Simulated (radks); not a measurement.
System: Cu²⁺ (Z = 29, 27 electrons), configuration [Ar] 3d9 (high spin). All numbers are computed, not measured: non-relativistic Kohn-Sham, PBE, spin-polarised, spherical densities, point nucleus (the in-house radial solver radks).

```
Z 29
configuration [Ar] 3d9 4s0 4p0 4d0 4f0
relativity non-relativistic
functional pbe,pbe
spin polarised
nucleus point
```

Launched within a batch that task.json describes:
```bash
python run_ks.py task.json out
```

Wanted: the number of electrons inside radius r (solid) and the radial density 4πr²ρ (dashed).

The count levels off at 27 electrons. Half of them lie within 0.516 bohr, 90 % within 1.20 bohr and 99 % within 2.15 bohr. The radial density has minima at 0.0794 and 0.381 bohr, where the count stands at 2.1 and 10.9; these part the shells that the density resolves.

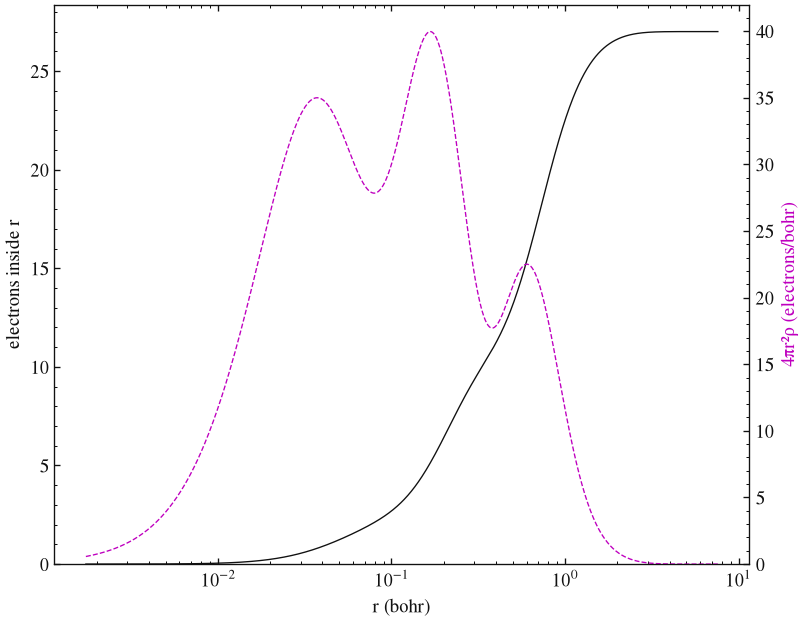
